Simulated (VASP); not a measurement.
Band structure of ZnO (relaxed from the litharge structure, space group P4/nmm). Computed with r2SCAN meta-GGA, VASP's PBE PAW potentials (set 64) (plane waves; VASP).

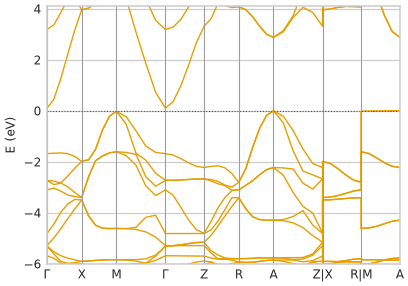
Bands along high-symmetry lines, zero at the valence-band maximum or, without a gap, the Fermi level

Q: Read the plot: is there a gap, and where are the band edges?

A: The gap is indirect, 0.10 eV, from the valence maximum at A to the conduction minimum at Γ.

The structure was generated: ZnO was put into the litharge type (P4/nmm), which need not be its known phase. It was relaxed first, which changed the volume by +33 %.
